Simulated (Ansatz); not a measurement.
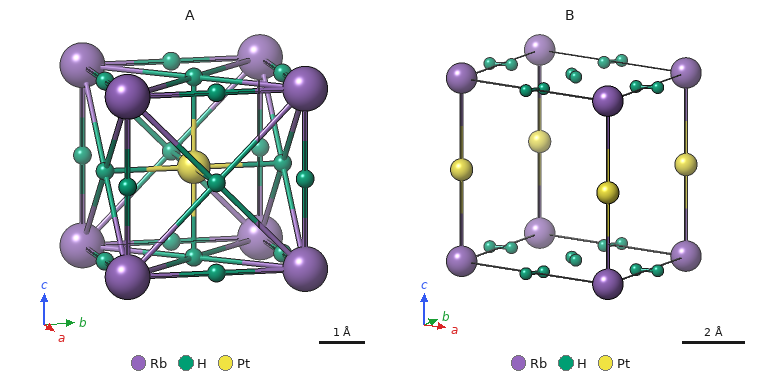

Two structures of RbH₆Pt, each relaxed to rest (conventional cells in solid outline, small ones repeated, not to one scale). Method: Ansatz, DFT PBE, scalar-relativistic, plane waves, PAW, without spin polarisation.

Describe A and B.

A: 8 atoms a cell on a primitive cubic lattice, Pm-3m. B: 8 atoms a cell on a primitive hexagonal lattice, P6/mmm.

Which of the two does the method prefer?

B is lower, by 650 meV/atom at this level of theory (energies at zero smearing). Volumes: A 8.6, B 35.8 Å³/atom.

One or both may be structure types tried for this composition rather than known phases.
